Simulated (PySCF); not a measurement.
CH6FSi3, doublet, SMILES `F[SiH]1[SiH]C[SiH2]1`.

Level of theory: BLYP/aug-cc-pVDZ (PySCF), at a geometry from GFN2-xTB. No frequency check shows the geometry to be a minimum. The stability of the open-shell solution wasn't checked. GFN2-xTB doesn't know the spin state, so this open-shell geometry is rough.

Geometry (Å), atoms numbered from 1:

```
F1      -2.2352   -0.1194   -0.6454
Si2     -1.0524   -0.1002    0.4801
Si3      0.4372    1.5802   -0.0843
C4       1.8387    0.2342   -0.1741
Si5      0.8201   -1.3952   -0.0275
H6      -1.8942   -0.4469    1.6353
H7       0.8927    2.7419    0.7121
H8       2.5401    0.3396    0.6543
H9       2.4463    0.2881   -1.0757
H10      0.8855   -2.1804   -1.2639
H11      1.3470   -2.2613    1.0343
```

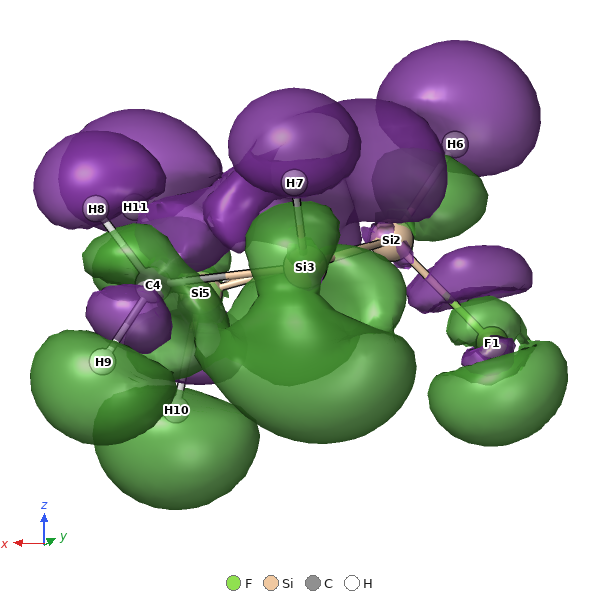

Change of the electron density in a uniform field of 0.10 V/Å, surfaces at ±0.0006 e/Å³ (purple: gain, green: loss).

Q: Along which Cartesian direction does the field point?

A: Along −z: electrons gather on the +z side, against the field.

Q: How large is the response?

A: The induced dipole is 0.43 D (along the field); α along this axis, from the fields in both directions, is 84 bohr³ (12.5 Å³).

Q: Which atoms gain and lose the most charge?

A: Electrons gather most on H6 (Hirshfeld charge changes by −0.005 e) and leave Si3 most (+0.005 e); 0.037 electrons are displaced in all.

Cost of the run: 2.6 min on 1 thread of Arm Neoverse V1, with other jobs on the host, peak memory 0.67 GiB.
